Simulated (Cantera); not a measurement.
Input: 1 mol MgCO3, 1.8 mol SO2, 0.048 mol H2O, held at 7.90 bar.

Method: chemical equilibrium by Gibbs-energy minimisation in Cantera with the NASA 1993 tables (ideal gas, pure condensed phases). Candidate condensed phases: C, C6H6, C7H8, C8H18, H2O, H2SO4, Mg, MgCO3, MgO, Mg(OH)2, MgS, MgSO4, S; 130 gas species. Gases not in the tables: S3 to S7. Rates play no part.

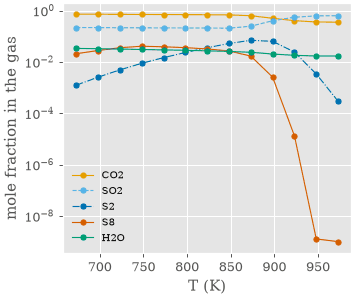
Figure. Equilibrium gas composition (values under 1e-9 drawn at 1e-9)

Question: Read off the mole fractions at 698 K.

Answer: CO2 about 0.72, SO2 about 0.22, H2O about 0.033, S8 about 0.028, S2 about 0.0025.
